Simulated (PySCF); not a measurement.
# C₄H₁₂Si₃: what the fields show

```tsv
atom	x (Å)	y (Å)	z (Å)
C	3.3755	0.8131	0.9441
C	2.4725	1.1922	0.2458
Si	1.0622	1.7296	-0.8288
Si	-0.1681	-0.0936	-1.5424
C	-1.0475	-1.0026	-0.1085
C	-0.0247	-1.5537	0.8853
Si	-2.3618	0.0472	0.7833
H	4.1704	0.4904	1.5541
H	0.3115	2.7037	-0.0203
H	1.6861	2.4761	-1.9325
H	0.6779	-1.0878	-2.2293
H	-1.2006	0.2904	-2.5200
H	-1.5705	-1.8569	-0.5541
H	0.5190	-0.7463	1.3742
H	0.7054	-2.1893	0.3841
H	-0.5095	-2.1487	1.6591
H	-3.3476	0.5310	-0.1858
H	-1.7169	1.1843	1.4455
H	-3.0430	-0.7699	1.7924
```

Geometry: GFN2-xTB.

Method: PySCF, CAM-B3LYP/def2-SVPD, SCF density, gas phase.

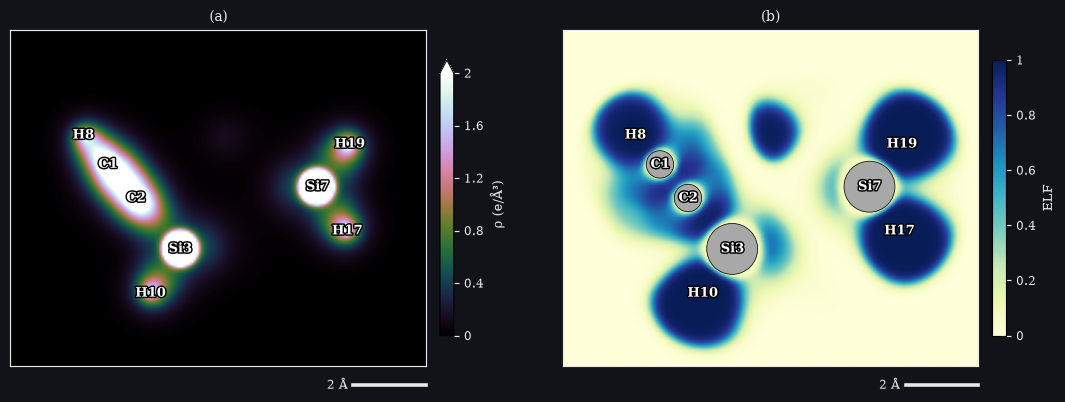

Figure 1. (a) total electron density; (b) electron localisation function on the plane of atoms H17, Si7 and H19. Grey discs cover the atomic cores in the ELF map.

### Read the bonding off the picture.

Atoms in the plane: C, Si and H. C–C (1.20 Å): ρ is about 2.8 e/Å³ halfway; the ELF peaks at about 0.85 between the atoms (a multiple bond). C–Si (1.85 Å): the density is about 0.93 e/Å³ at the midpoint; the ELF peaks at about 0.95 between the atoms: a shared electron pair. C–H (1.05 Å): ρ at the midpoint is about 2.1 e/Å³; the ELF climbs to about 1 towards the hydrogen, as it does in any bond to H; a covalent bond by its length. Si–H (1.46 Å): the density is about 0.79 e/Å³ at the midpoint; the ELF climbs to about 1 towards the hydrogen.

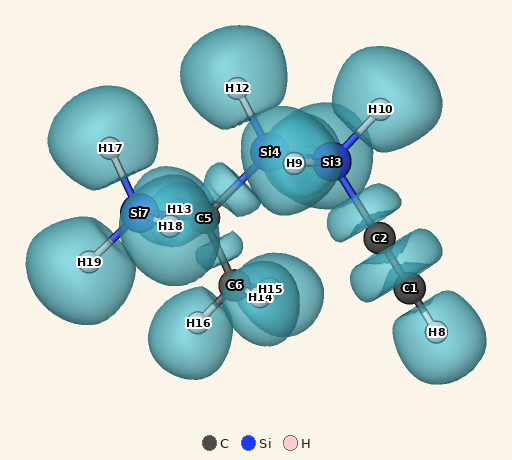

Figure 2. Isosurface of the ELF at 0.75 (cyan), seen at a tilt. Core shells and regions of very low density are left out.

### What do the ELF domains correspond to?

At this value the surface marks out two regions between bonded C–C atoms (shared pairs), one region between bonded C–Si atoms (shared pairs), one region between bonded Si–Si atoms (shared pairs), twelve regions around hydrogen nuclei and one region on C in which the atom's valence shell and bonds are merged.

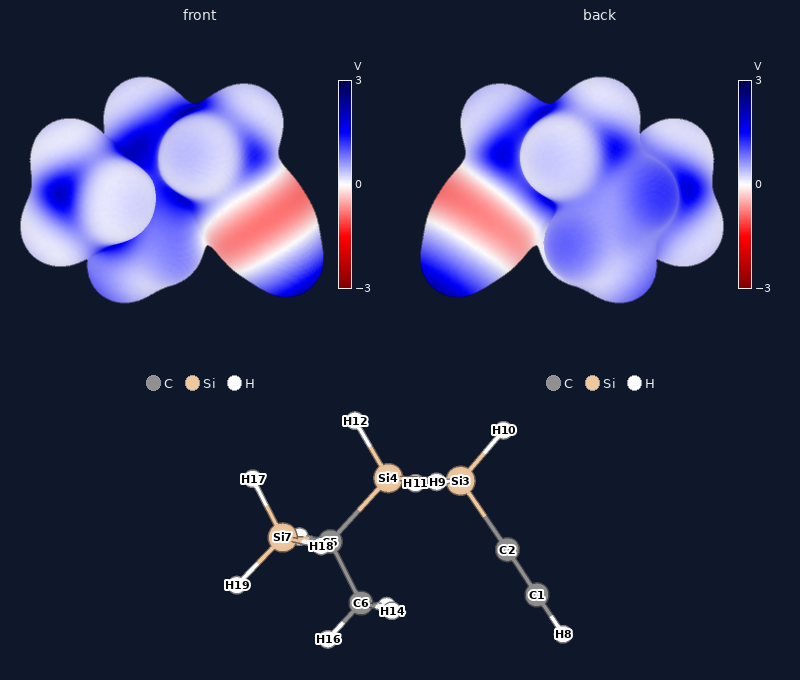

Figure 3. The electrostatic potential painted on the density surface at 0.004 e/bohr³, seen from the front and from behind; the colour scale runs from red (negative) to blue (positive). The bare structure is drawn below in the same view.

### Where is the surface potential most negative and most positive?

The most negative region (about −0.8 V, or −18 kcal/mol for a unit charge) lies over C1 and C2, the most positive (about +2.1 V, or +48 kcal/mol for a unit charge) over Si3 and H8.

### What dipole moment does the calculation give?

Its dipole moment is 0.97 D.
